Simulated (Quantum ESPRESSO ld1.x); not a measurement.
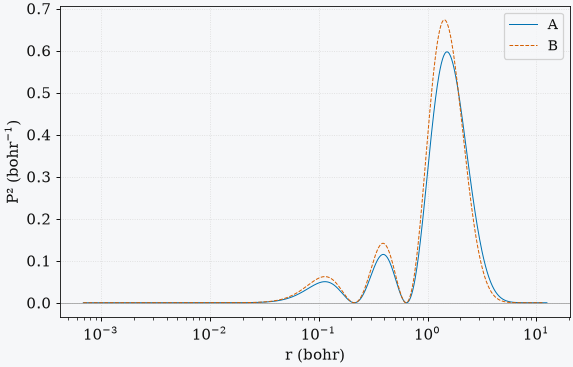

The tantalum ion Ta⁺ was computed in two configurations: [Xe] 4f13 5d2 6s2 6p1 (open shells shared over both j by 2j + 1); [Xe] 4f14 5d2 6s1 6p1 (open shells shared over both j by 2j + 1). All numbers are computed, not measured: Dirac Kohn-Sham, LDA (Slater exchange, Perdew-Zunger correlation), spin-unpolarised, spherical densities, point nucleus (Quantum ESPRESSO ld1.x 7.5).

The plot shows P² of the 5d3/2 orbital in both runs (large components where relativistic).

Q: Assign A and B.

Answer: A is [Xe] 4f14 5d2 6s1 6p1 (open shells shared over both j by 2j + 1) (⟨r⟩ = 1.94 bohr, eigenvalue −14.0 eV); B is [Xe] 4f13 5d2 6s2 6p1 (open shells shared over both j by 2j + 1) (⟨r⟩ = 1.78 bohr, eigenvalue −17.5 eV). The orbital is smaller where the other electrons screen the nucleus less.
